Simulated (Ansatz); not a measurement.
## Run report: HfH$_{2}$ClF$_{3}$, frequency calculation

HfH$_{2}$ClF$_{3}$, computed with RKS BLYP-D4/def2-SVP (Ansatz 0.2.0).

It belongs to a series of runs on one base structure; here: vibrations at the highest image of the band. Figures and captions count atoms from 1; the log counts them from 0 in places.

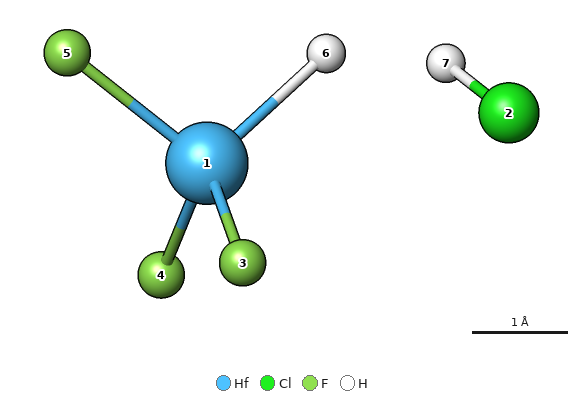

Figure 1. The input geometry (ball-and-stick view, seen at a tilt; atoms are numbered from 1 in the order of the input). Sticks mark near contacts.

### Input
```yaml
crystal:
  periodic: [false, false, false]
  atoms:
    - { symbol: Hf, position_ang: [-0.434547, 0.0, -0.337488] }
    - { symbol: Cl, position_ang: [-0.088084, 0.0, 3.036968] }
    - { symbol: F, position_ang: [1.423856, 0.0, 0.152311] }
    - { symbol: F, position_ang: [-0.796142, 1.556558, -1.385739] }
    - { symbol: F, position_ang: [-0.796142, -1.556558, -1.385739] }
    - { symbol: H, position_ang: [-1.84515, 0.0, 0.919163] }
    - { symbol: H, position_ang: [-1.19579, 0.0, 2.280923] }
basis:
  gaussian: { orbitals: def2-SVP }
hamiltonian:
  xc: blyp
  dispersion: d4
phonons: {}
```

Launch command:
```bash
ansatz run input.yaml --threads 2 --pin off --max-ram 3072MiB --backend cpu --events-out ev --progress --plain --runs-dir out
```

### Log
```
Engine: ansatz 0.2.0, aarch64-unknown-linux-gnu
Functional definition: BLYP
  parameter beta = 0.0042
  parameter a = 0.04918
  parameter b = 0.132
  parameter c = 0.2533
  parameter d = 0.349
  exchange = b88_x(beta = beta)
  correlation = lyp_c(a = a, b = b, c = c, d = d)
1069 factors; their error is unknown
mean field evaluation 1: about -22000.9262 eV, gradient 6.4e1 eV
mean field evaluation 2: about -21913.8390 eV, gradient 2.4e2 eV
mean field evaluation 4: about -22007.6399 eV, gradient 7.0e0 eV
mean field evaluation 8: about -22007.7555 eV, gradient 6.0e-2 eV
mean field evaluation 16: about -22007.6592 eV, gradient 1.7e-4 eV
mean field -22007.65915086 eV, -808.7665564671 hartree, gradient 2.6e-5 eV, S^2 0.000000; 0 other end points of the search recorded, 0 dependent functions left out
the calculation of the forces begins
reference -22007.65955987 eV, -808.7665714979 hartree; 29, 29 occupied and 73, 73 virtual orbitals, 1069 factors
these checks for a lower state are left out or cut short: stability, starts, cluster_reference, orbital_swaps, neighbouring_geometries, increment
1069 factors; their error is unknown
mean field -22007.65910989 eV, -808.7665549614 hartree, gradient 2.9e-6 eV, S^2 0.000000; 0 other end points of the search recorded, 0 dependent functions left out
[... from here on the field's lines of each further geometry are left out, up to the last ...]
the calculation of the forces begins
reference -22007.65957904 eV, -808.7665722021 hartree; 29, 29 occupied and 73, 73 virtual orbitals, 1069 factors
these checks for a lower state are left out or cut short: stability, starts, cluster_reference, orbital_swaps, neighbouring_geometries, increment
1069 factors; their error is unknown
mean field -22007.65911313 eV, -808.7665550803 hartree, gradient 2.8e-6 eV, S^2 0.000000; 0 other end points of the search recorded, 0 dependent functions left out
the calculation of the forces begins
reference -22007.65952213 eV, -808.7665701108 hartree; 29, 29 occupied and 73, 73 virtual orbitals, 1069 factors
WARN: phonons: modes at or below zero, which the zero-point energy, F, S and C_V leave out: 2, the lowest at -69.34 cm⁻¹. A minimum has none, and a first-order saddle one
Total energy: -22007.91420060 eV, -808.7759293720 hartree
Atom 0 at    -0.434547     0.000000    -0.337488 Å, force     0.016001    -0.000000    -0.000716 eV/Å
Atom 1 at    -0.088084     0.000000     3.036968 Å, force    -0.007045    -0.000000    -0.006029 eV/Å
Atom 2 at     1.423856     0.000000     0.152311 Å, force    -0.013725     0.000000    -0.001213 eV/Å
Atom 3 at    -0.796142     1.556558    -1.385739 Å, force     0.000731     0.002948    -0.000926 eV/Å
Atom 4 at    -0.796142    -1.556558    -1.385739 Å, force     0.000731    -0.002948    -0.000926 eV/Å
Atom 5 at    -1.845150     0.000000     0.919163 Å, force    -0.006237     0.000000     0.005752 eV/Å
Atom 6 at    -1.195790     0.000000     2.280923 Å, force     0.009544    -0.000000     0.004059 eV/Å
Dipole moment:    -0.175925     0.000000     0.003071 e Å
Vibrations: -69.34 -65.34 112.63 142.18 152.90 169.35 311.97 414.26 634.37 649.65 666.56 681.08 872.88 1595.33 2333.79 cm⁻¹, zero-point energy 0.541621 eV
```

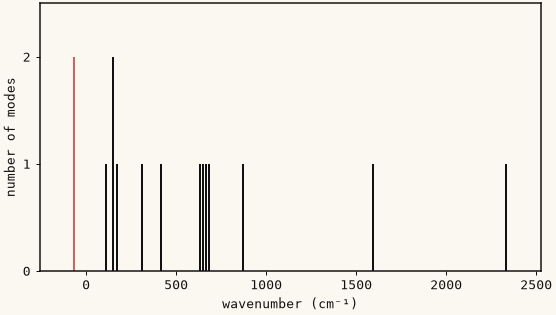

Figure 2. Harmonic vibrational wavenumbers from the force constants; neighbouring modes closer than 11 cm⁻¹ are counted in one stick, and imaginary ones are drawn at negative wavenumbers. 15 modes from 69i to 2334 cm⁻¹, 2 imaginary beyond 8i (69i, 65i cm⁻¹): not a minimum.

### Key numbers

| quantity | value |
| --- | --- |
| outcome | converged |
| total energy | −22007.9142 eV |
| mean-field energy | −22007.6596 eV |
| largest force (length of the vector) | 0.016 eV/Å |
| hardware | 2 threads of Arm Neoverse V2, 24 GiB of memory available, shared host |
| wall time | 36 s (CPU time 70 s) |
| peak memory | 0.14 GiB |
